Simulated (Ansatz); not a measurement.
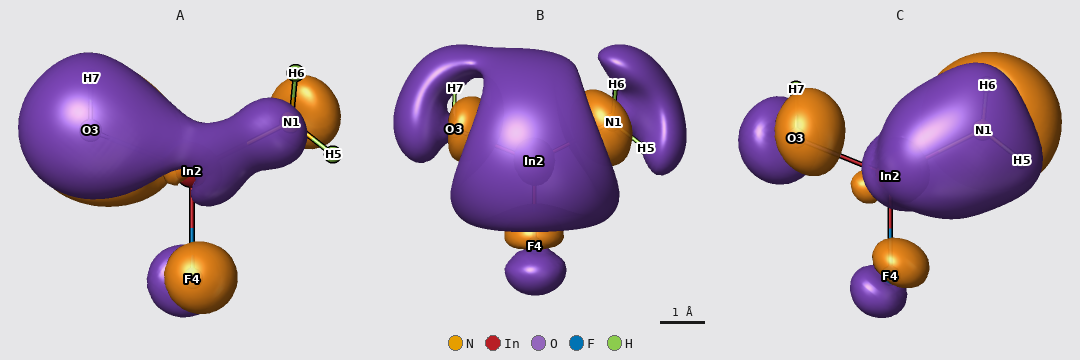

FH₃InNO. Three frontier orbitals at ±0.06 Å⁻³ᐟ² (orange and purple are the two phases), in no order.

Core potentials replace the inner electrons of In.

Computed with RKS B3LYP/def2-SVP (Ansatz 0.2.0).

Input file:

```
crystal:
  periodic: [false, false, false]
  atoms:
    - { symbol: "N", position_ang: [-0.18231, -0.65491, -1.57238] }
    - { symbol: In, position_ang: [-0.12796, 0.0237, 0.3589] }
    - { symbol: O, position_ang: [0.23391, 1.80592, 1.02562] }
    - { symbol: F, position_ang: [-0.60363, -1.14741, 1.86673] }
    - { symbol: H, position_ang: [-0.00348, -1.65544, -1.57321] }
    - { symbol: H, position_ang: [0.57451, -0.20599, -2.08222] }
    - { symbol: H, position_ang: [0.48215, 2.38487, 0.30182] }
basis:
  gaussian: { orbitals: def2-SVP }
hamiltonian:
  xc: b3lyp
relax:
  f_tol: 0.015
  max_steps: 40
output:
  orbitals: {}
```

Launched as:

```sh
ansatz run input.yaml --threads 1 --pin off --max-ram 2048MiB --backend cpu --events-out ev --progress --plain --runs-dir out
```

The fields are those of the relaxed geometry.

**Which picture is the HOMO−1, the HOMO and the LUMO?**

A is the HOMO−1 (−8.27 eV). Its weight (Hirshfeld) is mainly on O3 (about 75 %) and In2 (about 10 %); largely a lone pair of O3. C is the HOMO (−7.43 eV). Its weight (Hirshfeld) is mainly on N1 (about 70 %), In2 (about 10 %) and O3 (about 10 %); largely a lone pair of N1. B is the LUMO (−2.09 eV). Its weight (Hirshfeld) is mainly on In2 (about 50 %), N1 (about 15 %), O3 (about 15 %) and F4 (about 10 %).

**What is the HOMO–LUMO gap?**

5.34 eV between the orbital energies.
